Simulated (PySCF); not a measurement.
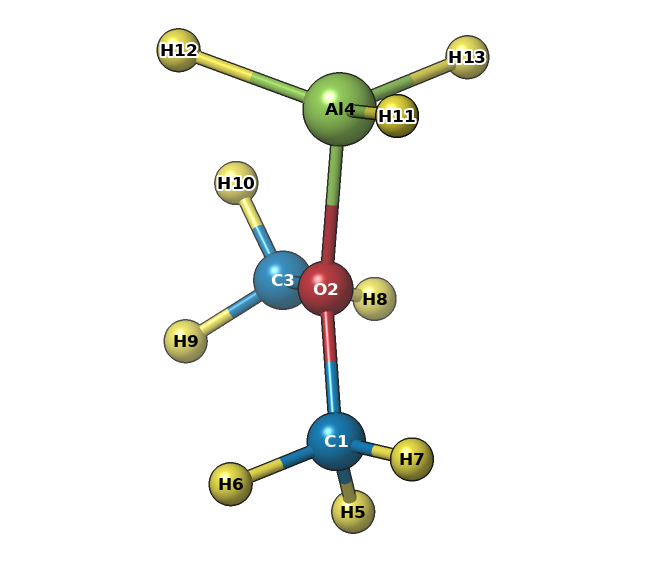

C3 lies behind O2. The molecule seen a little off the O2–C3 bond, O2 in front. Atoms fade into the background with distance from the viewer. Geometry: a frame of a GFN2-xTB molecular-dynamics simulation, not a minimum.

### What is the torsion angle Al4–O2–C3–H8? The sign is positive where the front bond must turn clockwise to cover the back bond.

102°, anticlinal.
